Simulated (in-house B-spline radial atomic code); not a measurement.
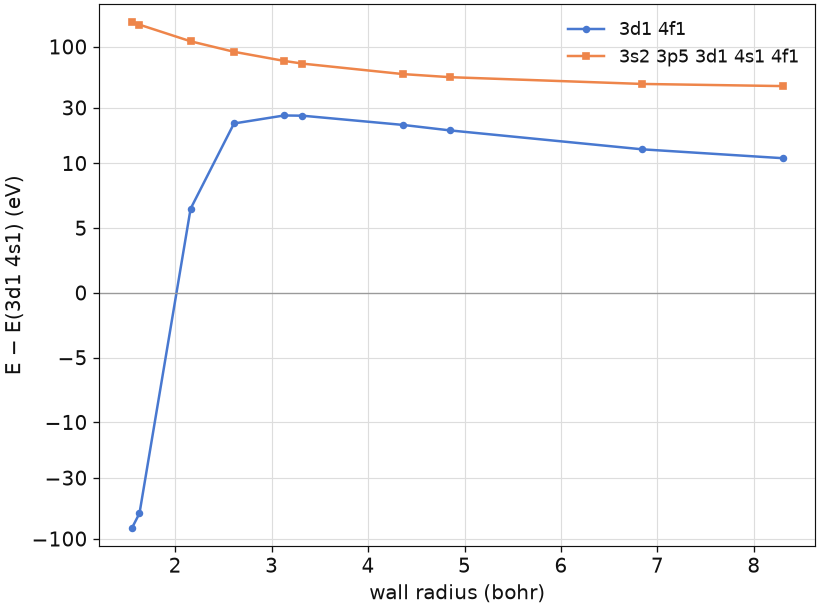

The scandium ion Sc⁺; electrons: [Ar] 3d1 4s1. It is put inside a hard spherical wall of varying radius. The calculation used an in-house B-spline radial code at this level: non-relativistic Hartree-Fock, average of configuration, point nucleus, hard spherical wall, basis-set limit. The runs are spin-unpolarised. The plot shows the energy of other fillings against the starting one at the same radius, on a scale that is linear within ±10 eV and logarithmic beyond.

> Which of the fillings is lower at each radius?

Against 3d1 4s1: 3d1 4f1 lies 11.1 eV above it at 8.3 bohr and crosses it between 2.16 and 1.63 bohr, ending at −81.2 eV at 1.55 bohr; 3s2 3p5 3d1 4s1 4f1 lies 46.0 eV above it at 8.3 bohr and never crosses it, ending at 164.2 eV at 1.55 bohr. At the tightest wall the lowest of the fillings run is 3d1 4f1; others weren't tried.
